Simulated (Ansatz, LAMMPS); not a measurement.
# Glassy 83P2O5-17Al2O3 (mol %) (80 atoms): where an added charge goes: runs compared

Aim: add and remove one electron in glassy 83P2O5-17Al2O3 (mol %) (80 atoms), with atoms held and relaxed, and read trapping energy and localisation.

Computed with Ansatz 0.2.0: Kohn-Sham DFT, PBE, PAW (set soft_1), plane waves.

## (1) The cell as built

The cell holds 80 atoms: 20 P, 4 Al and 56 O. Cell: a = 10.199 Å, b = 10.199 Å, c = 10.199 Å, α = 90.0°, β = 90.0°, γ = 90.0°. 80 atoms (20 P, 4 Al, 56 O) placed at random at 2.43 g/cm³, melted at 4000 K for 10 ps at fixed volume with the Morse and Coulomb pair potential with partial charges (Pedone, Malavasi, Menziani, Cormack and Segre, J. Phys. Chem. B 110, 11780 (2006)). Quenched from 4000 K to 300 K at 6 K/ps and fixed volume, held 10 ps at zero pressure.

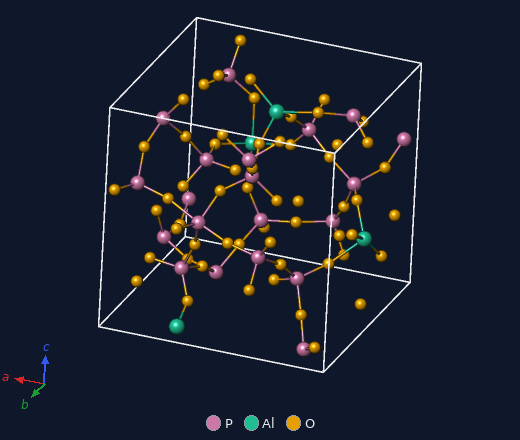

The cell as built. Bonds to atoms that aren't drawn are left out. Some periodic images of atoms are drawn too.

What the set-up can't give: The quench rate of 6 K/ps far exceeds what a furnace or splat quench reaches, so expect more defects and frozen-in strain than in a real sample. The network of bonds at the start is that of the classical potential that made the cell, and needn't be the one that DFT or experiment would give. Sampling is at Γ alone, for a cell whose shortest periodic width is 10 Å.

## (2) The reference run

The reference is a single point at the end of the relaxation.

The charged cells start from the geometry of this run, on a uniform background, with spin and a narrow Fermi–Dirac smearing.

Its input, with most atom lines left out:

```yaml
crystal:
  lattice:
    - [10.19896, 0.0, 0.0]
    - [0.0, 10.19896, 0.0]
    - [0.0, 0.0, 10.19896]
  atoms:
    - { symbol: P, position: [0.42126, 0.93631, 0.87745] }
    - { symbol: P, position: [0.16103, 0.86687, 0.0054] }
    - { symbol: P, position: [0.05164, 0.02062, 0.68094] }
    - { symbol: P, position: [0.73343, 0.69185, 0.22039] }
    - { symbol: P, position: [0.18276, 0.2349, 0.53471] }
    - { symbol: P, position: [0.60503, 0.17923, 0.25335] }
    - { symbol: P, position: [0.32245, 0.13986, 0.27719] }
    [... atom lines 8 to 80 left out ...]
kpoints:
  mp_grid: { grid: [1, 1, 1] }
hamiltonian:
  xc: pbe
  pseudopotentials: { kind: paw, azcp: { folder: soft_1 } }
scf:
  occupations: { method: fermi_dirac, width: 0.05 }
output:
  forces: true
  stress: true
  populations: true
  dos:
    method: { smearing: { sigma: 0.1 } }
    de: 0.1
    projected: { site_lists: { Al: [Al], O: [O], P: [P] } }
  eigenvalues: true
  write_density: true
  write_potential: true
  volumetric_format: npy
```

```
free energy per atom   : -613.3677 eV/atom
r.m.s. force component : 0.01142 eV/Å
pressure               : 0.127 GPa
```

Filled and empty levels are parted by 3.72 eV (at Γ alone); a semilocal functional tends to put such gaps too low. In a disordered cell it changes from sample to sample, and tail or defect levels can set it.

## (3) The runs

Each row is one run, on 4 threads of AMD EPYC 9R45, shared host. The free energy is the program's total, comparable only between runs with the same functional, potentials and atoms; between charge states it hangs on the program's zero of potential.

| run | atoms | outcome | ionic steps, all passes | free energy (eV) | time | host memory (GiB) |
| --- | --- | --- | --- | --- | --- | --- |
| Single point at the start | 80 | converged | - | -49058.324 | 4.3 s | 1.3 |
| Relaxation | 80 | converged | 29 | -49069.418 | 86 s | 1.3 |
| Single point at the relaxed geometry | 80 | converged | - | -49069.417 | 6.9 s | 1.3 |
| An extra electron, atoms held | 80 | converged | - | -49062.513 | 16 s | 2.0 |
| An extra electron, atoms relaxed | 80 | converged | 20 | -49063.349 | 1.8 min | 1.9 |
| An extra electron, levels at the relaxed geometry | 80 | converged | - | -49063.349 | 14 s | 2.0 |
| Neutral at the geometry of the electron | 80 | converged | - | -49067.300 | 6.6 s | 1.3 |
| An extra hole, atoms held | 80 | converged | - | -49071.917 | 32 s | 2.0 |
| An extra hole, atoms relaxed | 80 | converged | 7 | -49072.102 | 71 s | 2.0 |
| An extra hole, levels at the relaxed geometry | 80 | converged | - | -49072.102 | 27 s | 2.0 |
| Neutral at the geometry of the hole | 80 | converged | - | -49069.082 | 6.7 s | 1.3 |

In some runs the program notes that the exchange-correlation potential is rough where the density is thin.

A closer look about P8, which holds the most spin of the extra electron after relaxation: 8 atoms, nearest first, numbered in the order of the input, with positions taken from that point.

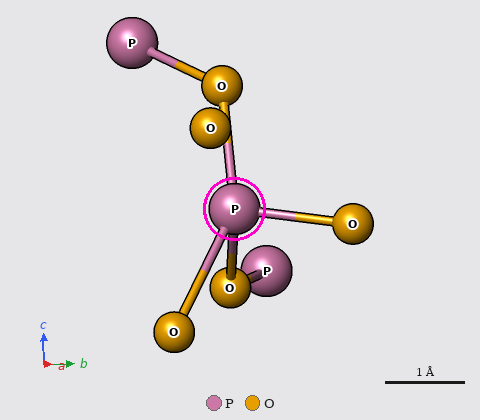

The atoms of the table, within 3.1 Å (arrows a, b, c point along x, y, z); some may hide others; the central atom is ringed.

| atom | x | y | z | distance (Å) | Löwdin charge (e) | moment (μB) |
| --- | --- | --- | --- | --- | --- | --- |
| P8 | 0.00 | 0.00 | 0.00 | 0.00 | 1.68 | 0.14 |
| O77 | 0.48 | 1.44 | -0.21 | 1.54 | -0.75 | 0.02 |
| O36 | -0.78 | -0.02 | 1.55 | 1.74 | -0.68 | 0.10 |
| O68 | -1.45 | 0.14 | -1.01 | 1.77 | -0.69 | 0.04 |
| O47 | 0.77 | -0.91 | -1.54 | 1.95 | -0.73 | 0.08 |
| O55 | 1.60 | -0.52 | 1.04 | 1.98 | -0.70 | 0.06 |
| P9 | -1.89 | -1.00 | 2.11 | 3.00 | 2.09 | 0.00 |
| P13 | -2.83 | 0.80 | -0.82 | 3.05 | 2.08 | 0.00 |

Local excerpt of 12 atoms (numbers count through the whole input) about O71, which holds the most spin of the extra hole after relaxation; x, y, z are measured from there.

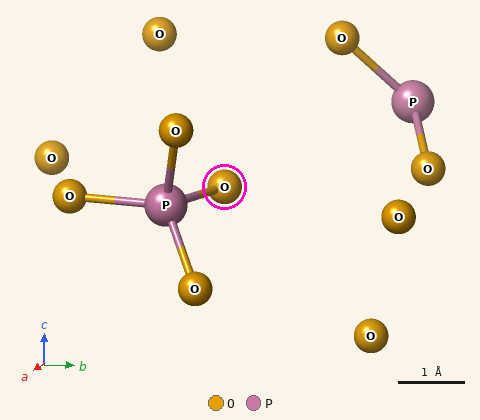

The atoms of the table, within 3.5 Å (arrows a, b, c point along x, y, z); some may hide others; the central atom is ringed.

| atom | x | y | z | distance (Å) | Löwdin charge (e) | moment (μB) |
| --- | --- | --- | --- | --- | --- | --- |
| O71 | 0.00 | 0.00 | 0.00 | 0.00 | -0.60 | 0.29 |
| P17 | 1.42 | -0.55 | -0.07 | 1.52 | 2.14 | 0.00 |
| O33 | 2.16 | 0.11 | -1.23 | 2.49 | -0.72 | 0.08 |
| O45 | 1.40 | -2.08 | -0.01 | 2.51 | -0.71 | 0.08 |
| O38 | 2.27 | -0.16 | 1.25 | 2.60 | -0.70 | 0.00 |
| O61 | -1.69 | 1.42 | 2.10 | 3.05 | -0.76 | 0.00 |
| O36 | -1.00 | 2.97 | 0.25 | 3.14 | -0.68 | 0.00 |
| O48 | -2.00 | -1.57 | 1.98 | 3.22 | -0.76 | 0.00 |
| O47 | 0.27 | 2.40 | -2.17 | 3.25 | -0.67 | 0.00 |
| O55 | 1.22 | 3.09 | -0.13 | 3.33 | -0.70 | 0.00 |
| O70 | -1.36 | -3.11 | 0.09 | 3.40 | -0.74 | 0.00 |
| P9 | -2.27 | 2.38 | 1.06 | 3.46 | 2.11 | 0.00 |

## (4) Energies and spread of the extra charge

Energies are differences within one cell and functional; the shift is the gain plus the neutral cell's energy at the new geometry, that is how much cheaper the vertical process becomes there. The spread is the participation number of the site moments (1/Σw², over the spin inside atomic spheres), with the atom that holds the largest share and the spin that the spheres hold in all.

| carrier | charged less neutral, atoms held (eV) | gain on relaxing (eV) | neutral cell at that geometry, less the reference (eV) | shift of the vertical energy (eV) | spread, atoms held | spread, relaxed |
| --- | --- | --- | --- | --- | --- | --- |
| electron | 6.904 | 0.836 | 2.117 | 2.953 | 47; P8 5 % of 0.41 μB | 6; P8 28 % of 0.50 μB |
| hole | -2.500 | 0.185 | 0.336 | 0.520 | 13; O71 21 % of 0.71 μB | 5; O71 40 % of 0.72 μB |

## (5) Findings

The extra electron gains 0.84 eV as the atoms relax, and its spin goes from about 47 to 6 atoms: the atoms trap it, with the largest share on P8. The P8–O47 distance goes from 1.65 to 1.95 Å. With the atoms held, the spheres hold only 0.41 of the 0.97 μB, so the spread is read from a small part of the spin. The extra hole gains 0.18 eV as the atoms relax, and its spin goes from about 13 to 5 atoms: a partial localisation as the atoms move, with the largest share on O71. The hole is shared among 2 partly filled levels, as near-degenerate levels under the smearing give, and as self-interaction favours. Adding the two vertical energies gives 4.40 eV, against a gap of 3.72 eV in the neutral cell. The zero of the potential cancels in this sum; the excess isn't taken apart here: charging of a small cell, filling of bands on a coarse mesh and the attraction to the background can all enter.

Caveats: Single energies of charged cells hang on the program's zero of potential. In the spin-polarised runs the search for a state of lower energy was switched off. No distortion was seeded, so a trapped state behind a barrier can't be found. Local and semilocal functionals favour spread-out charges, so trapping can be missed. Charged cells carry a uniform background, with no correction for images.

The DFT runs together took 6.4 min of wall time.

[Logs are printed without paths, hosts, clocks, repeated set-up lines and the standing remarks that a program may print on its own settings, such as how far it seeks lower states.]

[Hosts, paths, dates, database ids (printed as entryN), source tags and the programs' standing remarks are cut or masked in the printed files.]
